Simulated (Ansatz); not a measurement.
## Electronic structure of C$_{3}$HP (SMILES C1=C2P=C12) in real space

Input file:

```
crystal:
  periodic: [false, false, false]
  atoms:
    - {symbol: C, position_ang: [-1.509555, -0.977637, -1.107258]}
    - {symbol: C, position_ang: [-2.396369, -1.966058, -0.863627]}
    - {symbol: C, position_ang: [-2.198967, -0.795978, 0.092771]}
    - {symbol: P, position_ang: [-3.400444, -1.884252, 0.689676]}
    - {symbol: H, position_ang: [-0.762993, -0.571191, -1.765112]}
basis:
  gaussian:
    orbitals: def2-TZVPD
hamiltonian:
  xc: {name: PBE0}
output: {forces: true, orbitals: {seedname: orbitals}}
```

Run with:

```sh
ansatz run input.yaml --threads 1 --pin off --max-ram 2610MiB --events-out events.jsonl --progress --plain --runs-dir runs
```

Geometry: B3LYP/6-31G*.

The calculation used isolated molecule in a Gaussian basis; Kohn-Sham density functional theory, functional PBE0 in Ansatz.

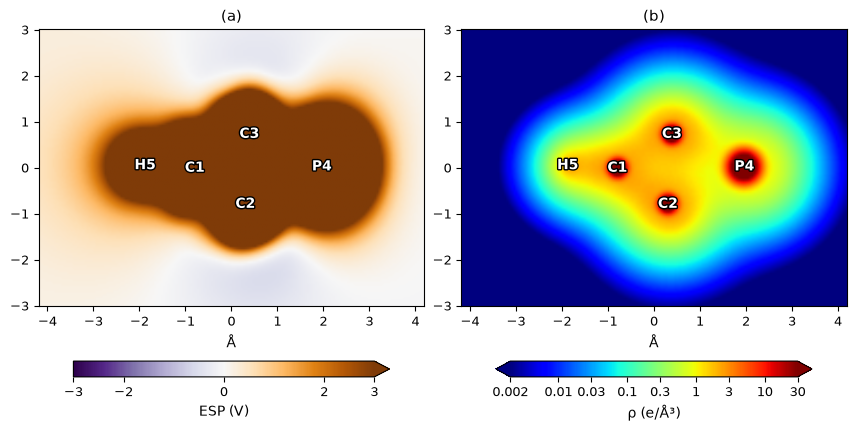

Figure 1. (a) molecular electrostatic potential; (b) electron density on the molecular plane.

Q: Describe what can be read from this map.

A: The plane passes through C, P and H nuclei. C–C (1.35 Å): ρ is about 2.1 e/Å³ halfway. C–P (1.73 Å): ρ is about 1.2 e/Å³ halfway. C–H (1.07 Å): ρ at the midpoint is about 2.1 e/Å³. C–C (1.40 Å): the density is about 1.9 e/Å³ at the midpoint. C–C (1.52 Å): the density is about 1.5 e/Å³ at the midpoint. Outside the dense part of the molecule the potential is most negative (−0.6 V) near C2.

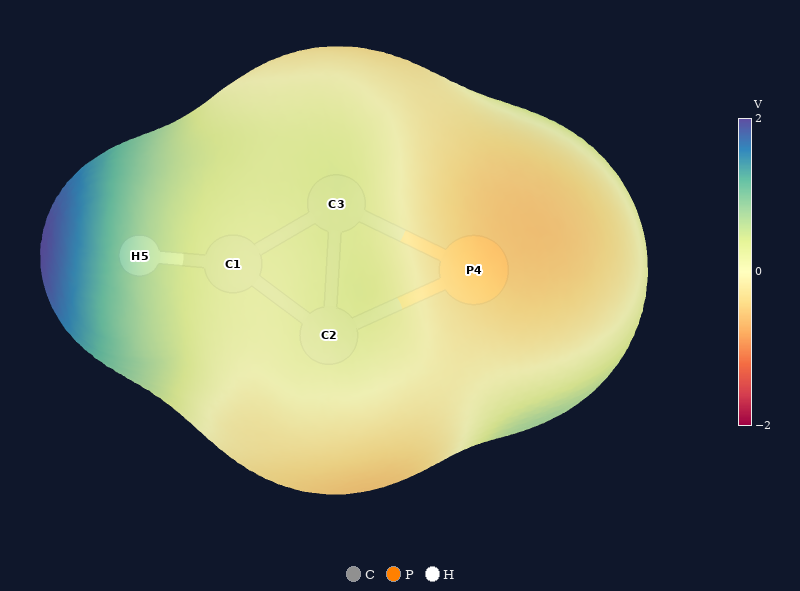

Figure 2. The electrostatic potential painted on the density surface at 0.002 e/bohr³, seen at a tilt; red is negative and blue positive.

Q: Describe the electrostatic potential map.

A: The most negative region (about −0.6 V) lies over P4, the most positive (about +1.9 V) over H5.

Q: What dipole moment does the calculation give?

A: Its dipole moment is 1.42 D.

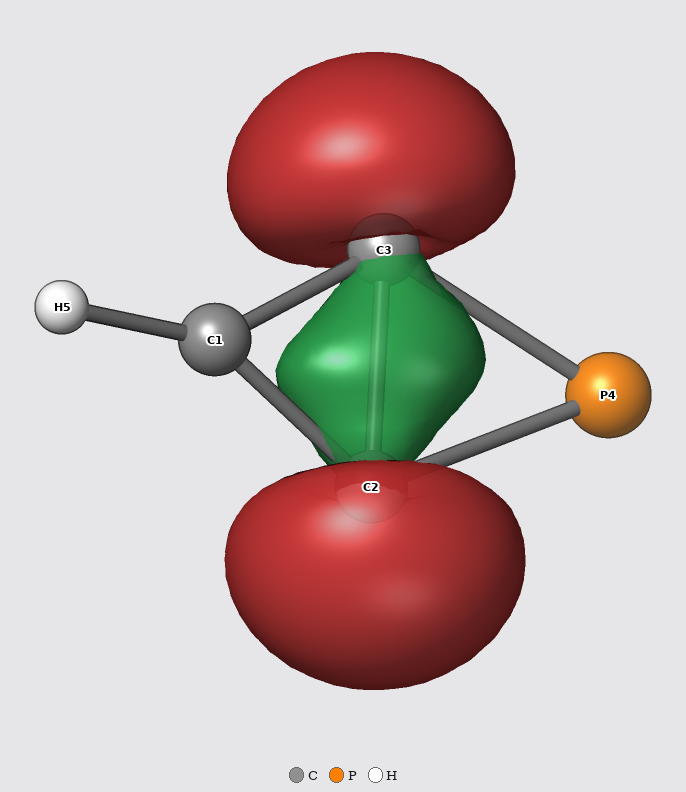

Figure 3. The HOMO−1 at ±0.2 Å⁻³ᐟ² (green and red are the two phases), seen at a tilt.

Q: Describe this orbital and give its energy.

A: It lies mainly on C2 (about 45 %), C3 (about 40 %) and C1 (about 5 %); it is symmetric in the molecular plane (an in-plane orbital: σ, lone-pair or in-plane π type). Its energy is −8.67 eV.

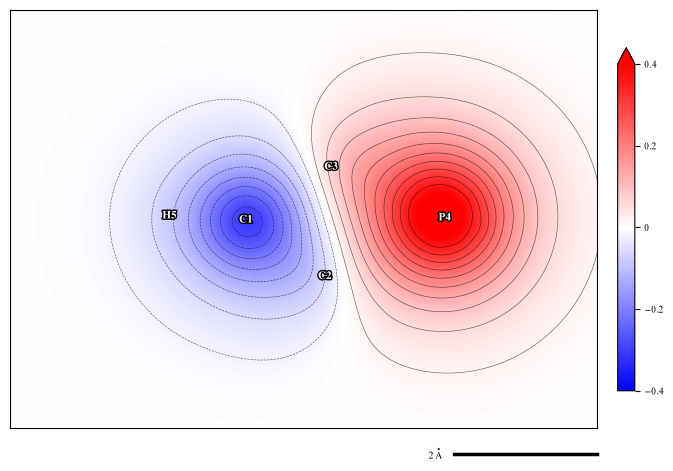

Figure 4. The HOMO on a plane 0.8 Å above the molecular plane (values in Å⁻³ᐟ²; the overall sign is arbitrary).

Q: What is the character of this orbital?

A: It lies mainly on P4 (about 60 %), C1 (about 20 %), C3 (about 10 %) and C2 (about 5 %); it changes sign across the molecular plane (π type); π-bonding across C1–C2; π-antibonding (a node) across C1–C3 and C2–C3. Its energy is −6.06 eV.
